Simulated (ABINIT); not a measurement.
# Quasiparticle gap of Sr2FeH6 (Fm-3m) in ABINIT, part 2 of 2

Wanted: ground state, empty states, screening and self-energy for Sr2FeH6 (Fm-3m).

ABINIT 10.8.3; LDA and many-body steps on it, plane waves. Known limits of the many-body steps: not at the basis limit; no spin polarisation; d states lean on the start; no spin-orbit coupling; coarse k mesh.

So far. Step 2 (Ground state): The gap is indirect, with the least direct gap 0.07 eV higher. Step 3 (Empty states on the mesh, 2×2×2 mesh, 204 bands): On this mesh the gap is 1.014 eV.

### Step 4. Screening, 2×2×2 mesh, 186 bands, screening to 176.9 eV

The RPA dielectric matrix is built and inverted for each q.

This step: RPA screening on LDA, plane waves, norm-conserving pseudopotentials.

Contents of run.abi:

```
acell 3*1.0 Angstrom
rprim 
  -0.000000000000 3.707652250000 3.707652250000
  3.707652250000 -0.000000000000 3.707652250000
  3.707652250000 3.707652250000 -0.000000000000
ntypat 3
znucl 38 26 1
natom 9
typat 1 1 2 3 3 3 3 3 3
xred 
  0.750000000000 0.750000000000 0.750000000000
  0.250000000000 0.250000000000 0.250000000000
  0.000000000000 0.000000000000 0.000000000000
  0.782457990000 0.782457990000 0.217542010000
  0.217542010000 0.782457990000 0.217542010000
  0.782457990000 0.217542010000 0.217542010000
  0.217542010000 0.217542010000 0.782457990000
  0.782457990000 0.217542010000 0.782457990000
  0.217542010000 0.782457990000 0.782457990000
pp_dirpath "pseudos"
pseudos "Sr.upf, Fe.upf, H.upf"
ecut 39
ngkpt 2 2 2
nshiftk 1
shiftk 0 0 0
kptopt 1
chksymbreak 0
istwfk *1
occopt 1
irdwfk 1
optdriver 3
nband 186
ecuteps 6.5
inclvkb 2
awtr 1
symchi 1
indata_prefix "in"
outdata_prefix "out"
tmpdata_prefix "tmp"
```

Started as:

```
$ OMP_NUM_THREADS=1 mpirun -n 4 abinit run.abi > log
```

Numbers of over 12 decimals in the logs are rounded to 6 here.

The program printed:

```text
.Version 10.8.3 of ABINIT. v10.8.2 released Aug 2026.

 Symmetries : space group Fm -3 m (#225); Bravais cF (face-center cubic)
[... echo of the input left out ...]
== DATASET  1 ==================================================================
-   mpi_nproc: 4, omp_nthreads: 1 (-1 if OMP is not activated)

--- !DatasetInfo
iteration_state: {dtset: 1, }
dimensions: {natom: 9, nkpt: 3, mband: 186, nsppol: 1, nspinor: 1, nspden: 1, mpw: 8026, }
cutoff_energies: {ecut:  39.0, pawecutdg:  -1.0, }
electrons: {nelect:   4.20000000E+01, charge:   0.00000000E+00, occopt:   1.00000000E+00, tsmear:   1.00000000E-02, }

 SCREENING: Calculation of the susceptibility and dielectric matrices

 Based on a program developped by R.W. Godby, V. Olevano, G. Onida, and L. Reining.
 Incorporated in ABINIT by V. Olevano, G.-M. Rignanese, and M. Torrent.
.Using double precision arithmetic ; gwpc =  8

[... cell and pseudopotentials left out ...]
--------------------------------------------------------------------------------

 ==== K-mesh for the wavefunctions ====
 Number of points in the irreducible wedge :     3
[... list of points left out ...]
 Together with 48 symmetry operations and time-reversal symmetry
 yields     8 points in the full Brillouin Zone.

 ==== Q-mesh for the screening function ====
 Number of points in the irreducible wedge :     3
[... list of points left out ...]
 Together with 48 symmetry operations and time-reversal symmetry
 yields     8 points in the full Brillouin Zone.

 setmesh: FFT mesh size selected  =    40x   40x   40
          total number of points  =        64000

 vcoul_init : cutoff-mode = AUXILIARY_FUNCTION
 q-points for optical limit:   1
     1)      0.000010    0.000020    0.000030

- screening: taking advantage of time-reversal symmetry
- Maximum band index for partially occupied states nbvw = 21
- Remaining bands to be divided among processors   nbcw = 165
- Number of bands treated by each node ~41

 Number of electrons calculated from density =   42.0000; Expected =   42.0000
 average of density, n =  0.061056
 r_s =    1.5754
 omega_plasma =   23.8352 [eV]

 calculating chi0 at frequencies [eV] :
  1    0.000000E+00    0.000000E+00
  2    0.000000E+00    2.383518E+01

--------------------------------------------------------------------------------
  q-point number  1        q = ( 0.000000, 0.000000, 0.000000) [r.l.u.]
--------------------------------------------------------------------------------
[... chi0 elements left out ...]
 For q-point:  0.000010 0.000020 0.000030
  dielectric constant =   4.6687
  dielectric constant without local fields =   5.5451

  Average fulfillment of the sum rule on Im[epsilon] for q-point    1 :     69.05  [%]
[... wings left out ...]
  q-point number  2        q = ( 0.500000, 0.000000, 0.000000) [r.l.u.]
--------------------------------------------------------------------------------
[... chi0 elements left out ...]
  Average fulfillment of the sum rule on Im[epsilon] for q-point    2 :     72.85  [%]

 [... 1 further q-points ...]
```

It took 32 s on 4 MPI ranks of Arm Neoverse V1, shared host; peak memory 1.6 GiB; 2.1 min of CPU time.

This step gave:

```
ε∞ with local fields, on this mesh, along the program's q direction : 4.669
the same without local fields                                       : 5.545
plasma frequency                                                    : 23.84 eV
plane waves in the screening matrix                                 : 537
```

Local fields lower ε∞ by 16 %. On a Γ-centred mesh this coarse the value itself is usually too large, while a short band sum pulls it down.

### Step 5. Self-energy, 2×2×2 mesh, 186 bands, screening to 176.9 eV

The self-energy is evaluated for the states that the input lists, and the levels follow from it, in one-shot runs by the linearised quasiparticle equation.

This step: G0W0 on LDA, plane waves, norm-conserving pseudopotentials.

run.abi: that of step 4 with these lines changed.

```diff
@@ -30,8 +30,17 @@
 irdwfk 1
-optdriver 3
+optdriver 4
 nband 186
+gwcalctyp 0
+ecutsigx 39
+symsigma 1
+nkptgw 2
+kptgw 
+  0.0000000000 0.0000000000 0.0000000000
+  0.5000000000 0.5000000000 0.0000000000
+bdgw 
+  19 23
+  20 23
 ecuteps 6.5
-inclvkb 2
-awtr 1
-symchi 1
+irdscr 1
+ppmodel 1
 indata_prefix "in"
```

The program printed:

```text
.Version 10.8.3 of ABINIT. v10.8.2 released Aug 2026.

 Symmetries : space group Fm -3 m (#225); Bravais cF (face-center cubic)
[... echo of the input left out ...]
== DATASET  1 ==================================================================
-   mpi_nproc: 4, omp_nthreads: 1 (-1 if OMP is not activated)

--- !DatasetInfo
iteration_state: {dtset: 1, }
dimensions: {natom: 9, nkpt: 3, mband: 186, nsppol: 1, nspinor: 1, nspden: 1, mpw: 8026, }
cutoff_energies: {ecut:  39.0, pawecutdg:  -1.0, }
electrons: {nelect:   4.20000000E+01, charge:   0.00000000E+00, occopt:   1.00000000E+00, tsmear:   1.00000000E-02, }

 SIGMA: Calculation of the GW corrections

 Based on a program developped by R.W. Godby, V. Olevano, G. Onida, and L. Reining.
 Incorporated in ABINIT by V. Olevano, G.-M. Rignanese, and M. Torrent.
.Using double precision arithmetic ; gwpc =  8

[... cell and pseudopotentials left out ...]
--------------------------------------------------------------------------------

 ==== K-mesh for the wavefunctions ====
 Number of points in the irreducible wedge :     3
[... list of points left out ...]
 Together with 48 symmetry operations and time-reversal symmetry
 yields     8 points in the full Brillouin Zone.

 ==== Q-mesh for screening function ====
 Number of points in the irreducible wedge :     3
[... list of points left out ...]
 Together with 48 symmetry operations and time-reversal symmetry
 yields     8 points in the full Brillouin Zone.

 vcoul_init : cutoff-mode = AUXILIARY_FUNCTION
 q-points for optical limit:   1
     1)      0.000010    0.000020    0.000030
 setmesh: FFT mesh size selected  =    60x   60x   60
          total number of points  =       216000

 Number of electrons calculated from density =   42.0000; Expected =   42.0000
 average of density, n =  0.061056
 r_s =    1.5754
 omega_plasma =   23.8352 [eV]

 === KS Band Gaps ===
  >>>> For spin  1
   Minimum direct gap =   1.0790 [eV], located at k-point      :   0.5000  0.5000  0.0000
   Fundamental gap    =   1.0135 [eV], Top of valence bands at :   0.0000  0.0000  0.0000
                                       Bottom of conduction at :   0.5000  0.5000  0.0000
 SIGMA fundamental parameters:
 PLASMON POLE MODEL  1
 number of plane-waves for SigmaX                 7943
 number of plane-waves for SigmaC and W            537
 number of plane-waves for wavefunctions          7943
 number of bands                                   186
 number of independent spin polarizations            1
 number of spinorial components                      1
 number of k-points in IBZ                           3
 number of q-points in IBZ                           3
 number of symmetry operations                      48
 number of k-points in BZ                            8
 number of q-points in BZ                            8
 number of frequencies for dSigma/dE                 9
 frequency step for dSigma/dE [eV]                0.25
 number of omega for Sigma on real axis              0
 max omega for Sigma on real axis  [eV]           0.00
 zcut for avoiding poles [eV]                     0.10

 EPSILON^-1 parameters (SCR file):
 dimension of the eps^-1 matrix on file            537
 dimension of the eps^-1 matrix used               537
 number of plane-waves for wavefunctions          7943
 number of bands                                   186
 number of q-points in IBZ                           3
 number of frequencies                               2
 number of real frequencies                          1
 number of imag frequencies                          1

 matrix elements of self-energy operator (all in [eV])

 Perturbative Calculation

--- !SelfEnergy_ee
iteration_state: {dtset: 1, }
kpoint     : [   0.000,    0.000,    0.000, ]
spin       : 1
KS_gap     :    2.293
QP_gap     :    3.389
Delta_QP_KS:    1.095
data: !SigmaeeData |
     Band     E0 <VxcDFT>   SigX SigC(E0)      Z dSigC/dE  Sig(E)    E-E0       E
       19   5.329 -24.608 -29.434   5.556   0.717  -0.394 -24.084   0.524   5.853
       20   5.329 -24.608 -29.434   5.556   0.717  -0.394 -24.084   0.524   5.853
       21   5.329 -24.608 -29.434   5.556   0.717  -0.394 -24.084   0.524   5.853
       22   7.623 -18.554 -12.064  -4.393   0.772  -0.296 -16.935   1.619   9.242
       23   7.623 -18.554 -12.064  -4.393   0.772  -0.296 -16.935   1.619   9.242

--- !SelfEnergy_ee
iteration_state: {dtset: 1, }
kpoint     : [   0.500,    0.500,    0.000, ]
spin       : 1
KS_gap     :    1.079
QP_gap     :    2.080
Delta_QP_KS:    1.001
data: !SigmaeeData |
     Band     E0 <VxcDFT>   SigX SigC(E0)      Z dSigC/dE  Sig(E)    E-E0       E
       20   5.264 -24.302 -29.049   5.488   0.718  -0.393 -23.770   0.532   5.796
       21   5.264 -24.302 -29.049   5.488   0.718  -0.393 -23.770   0.532   5.796
       22   6.343 -19.239 -13.444  -3.806   0.770  -0.298 -17.706   1.533   7.875
       23   7.931 -10.330  -4.881  -3.927   0.831  -0.203  -9.065   1.264   9.196

== END DATASET(S) ==============================================================
================================================================================

 -outvars: echo values of variables after computation  --------
           etotal      0.0000000000E+00
            nband         186
             nkpt           3
          spgroup         225
 [... the other variables as echoed above ...]

 Calculation completed.
```

Run time: 24 s. Hardware: 4 MPI ranks; peak memory 1.5 GiB; 95 s of CPU time.

Numbers from this step:

| Quantity | Value |
| --- | --- |
| G0W0 gap on the points computed | 2.022 eV |
| starting gap on the mesh | 1.014 eV |
| k of the valence top | 0, 0, 0 |
| k of the conduction bottom | 0.5, 0.5, 0 |
| Z at the valence top | 0.717 |
| Z at the conduction bottom | 0.77 |
| least direct G0W0 gap on the computed points | 2.079 eV |

The gap on the mesh goes from 1.01 eV to 2.02 eV, a correction of +1.01 eV.

Limits: finite bands, cutoff and mesh; no spin polarisation; d states lean on the start; no spin-orbit coupling; coarse k mesh. v1 is the top filled band, c1 the lowest empty one. The levels before and after the correction (eV, zero at the valence-band top of each column):

```tsv
	conduction bottom	valence top
Kohn-Sham	1.01	0.00
G0W0	2.02	0.00
```

```tsv
	level	energy (eV)
Kohn-Sham	Γ v3-v1	0.000
Kohn-Sham	Γ c1-c2	2.293
Kohn-Sham	(0.5 0.5 0) v2-v1	-0.065
Kohn-Sham	(0.5 0.5 0) c1	1.014
Kohn-Sham	(0.5 0.5 0) c2	2.602
G0W0	Γ v3-v1	0.000
G0W0	Γ c1-c2	3.389
G0W0	(0.5 0.5 0) v2-v1	-0.057
G0W0	(0.5 0.5 0) c1	2.022
G0W0	(0.5 0.5 0) c2	3.343
```

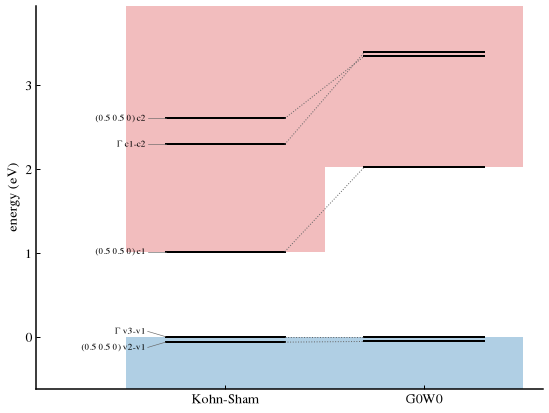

Levels before and after the correction. Shaded: valence and conduction bands.

### Step 6. Where the time went

Times are wall times on 4 MPI ranks of Arm Neoverse V1, shared host, good to a factor of about two.

```tsv
step	time	share	memory (GiB)
ground state	62 s	32 %	0.56
empty states on the mesh	77 s	40 %	0.5
screening	32 s	16 %	1.6
self-energy	24 s	12 %	1.5
```

### Step 7. What came out

```yaml
lda_gap: 1.01 eV, indirect
g0w0_gap_on_the_mesh: 2.02 eV
gw_settings: 2×2×2 mesh, 186 bands, screening to 176.9 eV, Godby-Needs plasmon pole
known_limits: not at the basis limit; no spin polarisation; d states lean on the start; no spin-orbit coupling; coarse k mesh
```

What this shows: G0W0 moves the gap on the mesh from 1.01 eV to 2.02 eV (+1.01 eV), with Z of 0.72 and 0.77 at the edges. Local fields lower the RPA ε∞ on this mesh from 5.55 to 4.67; a Γ-centred mesh this coarse tends to raise both, most where the direct gap is narrow, while a short band sum lowers them. Only 2 of the mesh's irreducible points were corrected, so a valley elsewhere could overtake. Bands and cutoff are finite, so the gap is not at the basis limit. The miss can reach some tenths of an eV and take either sign; the mesh is an error of its own. In the G0W0 run levels were corrected at 2 k points alone, so a gap called «on the mesh» is the least over those, and an edge elsewhere would be missed. The 2×2×2 mesh is coarse for this cell, which bears on the long-range parts of exchange and screening. The runs have no spin polarisation. For a closed low-spin shell that is the natural state; where a d or f shell is open it is a constraint, and the gap is then not the crystal's own. With d states at the gap, one-shot GW leans hard on its start. The many-body steps are scalar-relativistic: spin-orbit coupling is not in them.

[Paths, hosts, dates, memory and timing lines, banners, echoed tables and standing remarks are left out of the program output.]

[Logs are printed without paths, hosts, clocks, repeated set-up lines and the standing remarks that a program may print on its own settings, such as how far it seeks lower states.]

[Runs of the session that timed out or met a known fault of the program may be left out.]

[Hosts, paths, dates, database ids (printed as entryN), source tags and the programs' standing remarks are cut or masked in the printed files.]

[G0W0 gaps are taken among the corrected bands and points alone; a level outside them can change the order at an edge.]

[Where Ansatz stands beside ABINIT at settings called matched, ABINIT's density can come from a denser mesh and the files from another edition; pairs whose starting gaps differed by over 0.03 eV were left out, so agreement reads better than it is.]
